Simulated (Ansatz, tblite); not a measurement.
# The cluster InGa5: a ladder of methods and basis sets, part 2 of 2

Aim: run the singlet of the cluster InGa5 at one geometry on many levels, and compare frontier levels, spin and run time.

Ansatz 0.2.0, Gaussian basis; as each input shows. The steps go on from the part before.

**9. PBE0-D4/def2-SVP**

in.yaml

```yaml
crystal:
  periodic: [false, false, false]
  atoms:
    - {symbol: Ga, position_ang: [-0.474075, 1.882323, -0.078347]}
    - {symbol: Ga, position_ang: [-0.949067, -1.731671, 0.956459]}
    - {symbol: Ga, position_ang: [1.831830, 0.955331, -0.667398]}
    - {symbol: Ga, position_ang: [-1.407677, -0.303339, -1.068987]}
    - {symbol: Ga, position_ang: [0.922244, -1.301668, -1.436290]}
    - {symbol: In, position_ang: [0.076746, 0.499024, 2.294562]}
basis:
  gaussian: {orbitals: def2-SVP, initial_orbitals: start.molden}
hamiltonian: {xc: pbe0, dispersion: d4}
scf: {omitted_lower_state_checks: [starts]}
output: {orbitals: {seedname: orbitals}}
```

Run with:

```bash
> ansatz run in.yaml --threads 4 --pin off --events-out ev --progress --plain --max-ram 4787MiB
```

Output:

```text
Functional definition: PBE0
  name "PBE0"
  cite "Adamo & Barone, J. Chem. Phys. 110, 6158 (1999) doi:10.1063/1.478522"
  cite "Perdew, Burke & Ernzerhof, Phys. Rev. Lett. 77, 3865 (1996) doi:10.1103/PhysRevLett.77.3865"
  parent pbe
  parameter a = 0.25
  parameter kappa = 0.804
  parameter beta = 0.06672455060314922
  exchange = (1 - a)*pbe_x(kappa = kappa, mu = beta*pi^2/3) + a*exact_x
  correlation = pbe_c(beta = beta)
these checks for a lower state are left out or cut short: starts
1934 factors; integrals over basis functions are off by at most 2.7e-4 eV
mean field evaluation 1: about -266998.2908 eV, gradient 2.0e1 eV
mean field evaluation 2: about -266998.3543 eV, gradient 1.3e-1 eV
mean field evaluation 4: about -266998.3661 eV, gradient 1.8e-4 eV
mean field -266998.36611363 eV, -9812.0089766834 hartree, gradient 2.0e-5 eV, S^2 0.000000; 0 other end points of the search recorded, 0 dependent functions left out
reference -266998.36613971 eV, -9812.0089776418 hartree; 88, 88 occupied and 98, 98 virtual orbitals, 1934 factors
Total energy: -266998.76621767 eV, -9812.0236802356 hartree
Checks for a lower state left out: starts
```

It took 9 s on 4 threads of Arm Neoverse V2, shared host; peak memory 0.74 GiB.

From the report: HOMO -5.12 eV, LUMO -3.25 eV.

**10. PBE0-D4/def2-TZVPD**

Changes to in.yaml since step 9:

```diff
@@ -10,3 +10,3 @@
 basis:
-  gaussian: {orbitals: def2-SVP, initial_orbitals: start.molden}
+  gaussian: {orbitals: def2-TZVPD, initial_orbitals: start.molden}
 hamiltonian: {xc: pbe0, dispersion: d4}
```

Same command.

Output:

```text
Functional definition: PBE0
  name "PBE0"
  cite "Adamo & Barone, J. Chem. Phys. 110, 6158 (1999) doi:10.1063/1.478522"
  cite "Perdew, Burke & Ernzerhof, Phys. Rev. Lett. 77, 3865 (1996) doi:10.1103/PhysRevLett.77.3865"
  parent pbe
  parameter a = 0.25
  parameter kappa = 0.804
  parameter beta = 0.06672455060314922
  exchange = (1 - a)*pbe_x(kappa = kappa, mu = beta*pi^2/3) + a*exact_x
  correlation = pbe_c(beta = beta)
these checks for a lower state are left out or cut short: starts
2633 factors; their error is unknown
the host lacks memory for fits, so the integrals are decomposed
2240 factors; integrals over basis functions are off by at most 8.0e-4 eV
mean field evaluation 1: about -267032.0504 eV, gradient 9.4e0 eV
mean field evaluation 2: about -267032.0894 eV, gradient 8.9e-2 eV
mean field evaluation 4: about -267032.1311 eV, gradient 3.7e-4 eV
mean field -267032.13110456 eV, -9813.2498172132 hartree, gradient 2.7e-5 eV, S^2 0.000000; 0 other end points of the search recorded, 0 dependent functions left out
reference -267032.13114092 eV, -9813.2498185495 hartree; 88, 88 occupied and 238, 238 virtual orbitals, 2240 factors
Total energy: -267032.53121888 eV, -9813.2645211433 hartree
Checks for a lower state left out: starts
```

It took 27 s on 4 threads of Arm Neoverse V2, shared host; peak memory 1.7 GiB.

HOMO -5.05 eV, LUMO -3.18 eV.

**11. PBE-D4/def2-TZVPD**

Changes to in.yaml since step 10:

```diff
@@ -11,3 +11,3 @@
   gaussian: {orbitals: def2-TZVPD, initial_orbitals: start.molden}
-hamiltonian: {xc: pbe0, dispersion: d4}
+hamiltonian: {xc: pbe, dispersion: d4}
 scf: {omitted_lower_state_checks: [starts]}
```

Same command.

Output:

```text
Functional definition: PBE
  name "PBE"
  cite "Perdew, Burke & Ernzerhof, Phys. Rev. Lett. 77, 3865 (1996) doi:10.1103/PhysRevLett.77.3865"
  parent pbe
  parameter kappa = 0.804
  parameter beta = 0.06672455060314922
  exchange = pbe_x(kappa = kappa, mu = beta*pi^2/3)
  correlation = pbe_c(beta = beta)
these checks for a lower state are left out or cut short: starts
2311 factors; their error is unknown
mean field evaluation 1: about -267027.6561 eV, gradient 2.0e1 eV
mean field evaluation 2: about -267027.9627 eV, gradient 4.1e-1 eV
mean field evaluation 4: about -267027.8790 eV, gradient 5.1e-2 eV
mean field -267027.87904876 eV, -9813.0935570448 hartree, gradient 2.9e-5 eV, S^2 0.000000; 0 other end points of the search recorded, 0 dependent functions left out
reference -267027.87909626 eV, -9813.0935587904 hartree; 88, 88 occupied and 238, 238 virtual orbitals, 2311 factors
Total energy: -267028.34148615 eV, -9813.1105513052 hartree
Checks for a lower state left out: starts
```

It took 11 s on 4 threads of Arm Neoverse V2, shared host; peak memory 0.99 GiB.

HOMO -4.45 eV, LUMO -3.74 eV.

**12. B2PLYP/def2-TZVPD**

Changes to in.yaml since step 11:

```diff
@@ -11,3 +11,3 @@
   gaussian: {orbitals: def2-TZVPD, initial_orbitals: start.molden}
-hamiltonian: {xc: pbe, dispersion: d4}
+hamiltonian: {xc: {name: B2PLYP}}
 scf: {omitted_lower_state_checks: [starts]}
```

The command is unchanged.

Output:

```text
Functional definition: B2PLYP
  name "B2PLYP"
  cite "Grimme, J. Chem. Phys. 124, 034108 (2006) doi:10.1063/1.2148954"
  cite "Becke, Phys. Rev. A 38, 3098 (1988) doi:10.1103/PhysRevA.38.3098"
  cite "Lee, Yang & Parr, Phys. Rev. B 37, 785 (1988) doi:10.1103/PhysRevB.37.785"
  parameter a = 0.53
  parameter c = 0.27
  exchange = (1 - a)*b88_x + a*exact_x
  correlation = (1 - c)*lyp_c + c*(mp2_os + mp2_ss)
these checks for a lower state are left out or cut short: starts
2240 factors; integrals over basis functions are off by at most 8.0e-4 eV
mean field evaluation 1: about -266997.6612 eV, gradient 2.0e1 eV
mean field evaluation 2: about -266997.9284 eV, gradient 4.4e-1 eV
mean field evaluation 4: about -266998.0077 eV, gradient 6.2e-3 eV
mean field evaluation 8: about -266998.0077 eV, gradient 2.5e-6 eV
mean field -266998.00767720 eV, -9811.9958043874 hartree, gradient 3.8e-6 eV, S^2 0.000000; 0 other end points of the search recorded, 0 dependent functions left out
49 core orbitals not correlated: weight in the atoms' cores, before any rotation towards them, 1.000 or more for the frozen orbitals, at most 0.000 for the correlated occupied ones
reference -266998.00783592 eV, -9811.9958102204 hartree; 39, 39 occupied and 238, 238 virtual orbitals, 2240 factors
second order -49.92249073 eV of doubles, -0.00000000 eV of singles
Total energy: -267011.48690842 eV, -9812.4911569983 hartree
Checks for a lower state left out: starts
```

It took 40 s on 4 threads of Arm Neoverse V2, shared host; peak memory 1.8 GiB.

HOMO -5.35 eV, LUMO -2.24 eV.

**13. MP2/def2-TZVP**

Changes to in.yaml since step 12:

```diff
@@ -10,4 +10,4 @@
 basis:
-  gaussian: {orbitals: def2-TZVPD, initial_orbitals: start.molden}
-hamiltonian: {xc: {name: B2PLYP}}
+  gaussian: {orbitals: def2-TZVP, initial_orbitals: start.molden}
+correlation: {method: mp2}
 scf: {omitted_lower_state_checks: [starts]}
```

Launched as before.

Output:

```text
Functional definition: HF
  name "HF"
  cite "Fock, Z. Phys. 61, 126 (1930) doi:10.1007/BF01340294"
  parent pbe
  exchange = exact_x
  correlation = 0
these checks for a lower state are left out or cut short: starts
2115 factors; integrals over basis functions are off by at most 7.7e-4 eV
mean field evaluation 1: about -266818.1742 eV, gradient 4.8e1 eV
mean field evaluation 2: about -266820.0053 eV, gradient 2.4e0 eV
mean field evaluation 4: about -266820.1672 eV, gradient 6.2e-1 eV
mean field evaluation 8: about -266820.1692 eV, gradient 1.1e-4 eV
mean field -266820.16924510 eV, -9805.4603625509 hartree, gradient 3.4e-6 eV, S^2 0.000000; 0 other end points of the search recorded, 0 dependent functions left out; unrestricted orbitals would lower it
49 core orbitals not correlated: weight in the atoms' cores, before any rotation towards them, 1.000 or more for the frozen orbitals, at most 0.000 for the correlated occupied ones
reference -266820.16924510 eV, -9805.4603625509 hartree; 39, 39 occupied and 202, 202 virtual orbitals, 2115 factors
second order -39.58739349 eV of doubles, -0.00000000 eV of singles
Total energy: -266859.75663859 eV, -9806.9151724283 hartree
Checks for a lower state left out: starts
```

Run time: 26 s. Hardware: 4 threads of Arm Neoverse V2, shared host; peak memory 1.6 GiB.

From the report: Hartree-Fock HOMO -6.12 eV, LUMO -0.79 eV. Doubts: restricted state is unstable towards broken spin symmetry.

**14. RPA/def2-TZVP**

Changes to in.yaml since step 13:

```diff
@@ -11,4 +11,4 @@
   gaussian: {orbitals: def2-TZVP, initial_orbitals: start.molden}
-correlation: {method: mp2}
+hamiltonian: {xc: pbe}
+correlation: {method: rpa}
 scf: {omitted_lower_state_checks: [starts]}
-output: {orbitals: {seedname: orbitals}}
```

The command is unchanged.

Output:

```text
Functional definition: PBE
  name "PBE"
  cite "Perdew, Burke & Ernzerhof, Phys. Rev. Lett. 77, 3865 (1996) doi:10.1103/PhysRevLett.77.3865"
  parent pbe
  parameter kappa = 0.804
  parameter beta = 0.06672455060314922
  exchange = pbe_x(kappa = kappa, mu = beta*pi^2/3)
  correlation = pbe_c(beta = beta)
these checks for a lower state are left out or cut short: starts
2115 factors; integrals over basis functions are off by at most 7.7e-4 eV
mean field evaluation 1: about -267027.5660 eV, gradient 1.7e1 eV
mean field evaluation 2: about -267027.8350 eV, gradient 3.3e-1 eV
mean field evaluation 4: about -267027.8414 eV, gradient 2.7e-3 eV
mean field evaluation 8: about -267027.8414 eV, gradient 2.1e-6 eV
mean field -267027.84139823 eV, -9813.0921734132 hartree, gradient 2.8e-6 eV, S^2 0.000000; 0 other end points of the search recorded, 0 dependent functions left out
49 core orbitals not correlated: weight in the atoms' cores, before any rotation towards them, 1.000 or more for the frozen orbitals, at most 0.000 for the correlated occupied ones
reference -266816.54206016 eV, -9805.3270659629 hartree; 39, 39 occupied and 202, 202 virtual orbitals, 2115 factors
Total energy: -266871.56362459 eV, -9807.3490711608 hartree
Checks for a lower state left out: starts
```

Run time: 21 s. Hardware: 4 threads of Arm Neoverse V2, shared host; peak memory 1.2 GiB.

**15. Comparison**

| level | functions | HOMO (eV) | LUMO (eV) | gap (eV) | time |
| --- | --- | --- | --- | --- | --- |
| PBE-D4/def2-SVP | 186 | -4.50 | -3.79 | 0.71 | 3.5 s |
| PBE-D4/def2-TZVP | 290 | -4.45 | -3.74 | 0.71 | 7 s |
| PBE-D4/def2-TZVPD | 326 | -4.45 | -3.74 | 0.71 | 11 s |
| r2SCAN-D4/def2-TZVP | 290 | -4.67 | -3.79 | 0.88 | 17 s |
| PBE0-D4/def2-SVP | 186 | -5.12 | -3.25 | 1.87 | 9 s |
| PBE0-D4/def2-TZVP | 290 | -5.06 | -3.19 | 1.87 | 27 s |
| PBE0-D4/def2-TZVPD | 326 | -5.05 | -3.18 | 1.87 | 27 s |
| r2SCAN0-D4/def2-TZVP | 290 | -5.22 | -3.25 | 1.97 | 30 s |
| BHLYP-D4/def2-TZVP | 290 | -5.44 | -2.46 | 2.98 | 27 s |
| B2PLYP/def2-TZVPD | 326 | -5.35 | -2.24 | 3.11 | 40 s |

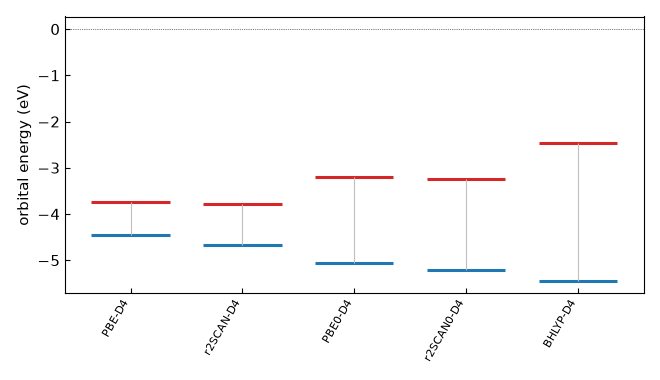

Highest filled (blue) and lowest empty (red) level in def2-TZVP.

The pieces so far (eV):

| basis | HF | MP2 correlation | total |
| --- | --- | --- | --- |
| def2-TZVP | -266820.1692 | -39.5874 | -266859.7566 (MP2) |

**16. Binding energy**

Free atoms were run apart at each level; binding is atoms less cluster, divided by the number of atoms, without zero-point or spin-orbit terms.

| level | binding an atom (eV) |
| --- | --- |
| HF/def2-TZVP | 0.603 |
| PBE-D4/def2-SVP | 1.883 |
| PBE-D4/def2-TZVP | 1.887 |
| PBE-D4/def2-TZVPD | 1.889 |
| r2SCAN-D4/def2-TZVP | 1.834 |
| PBE0-D4/def2-SVP | 1.753 |
| PBE0-D4/def2-TZVP | 1.761 |
| PBE0-D4/def2-TZVPD | 1.764 |
| r2SCAN0-D4/def2-TZVP | 1.719 |
| BHLYP-D4/def2-TZVP | 1.510 |
| B2PLYP/def2-TZVP | 1.693 |
| B2PLYP/def2-TZVPD | 1.695 |
| RPA/def2-TZVP | 1.591 |
| MP2/def2-TZVP | 2.059 |

**17. Summary of results**

What follows sums up all 2 parts.

| quantity | value |
| --- | --- |
| gap in def2-TZVP, named functionals, smallest and largest | 0.71 eV (PBE-D4), 2.98 eV (BHLYP-D4) |
| correlation energy, MP2/def2-TZVP | -39.59 eV |
| binding an atom, functionals in def2-TZVP | 1.51 (BHLYP-D4) to 1.89 eV (PBE-D4) |
| PBE0 total energy, smallest basis above largest | 33.77 eV (def2-SVP, def2-TZVPD) |

Orbital gaps of the named functionals in def2-TZVP span 0.71 eV (PBE-D4) to 2.98 eV (BHLYP-D4); exact exchange widens it.

The slowest run with a step of its own, B2PLYP/def2-TZVP, took 77 s; the quickest functional in def2-TZVP took 7 s (shared host).
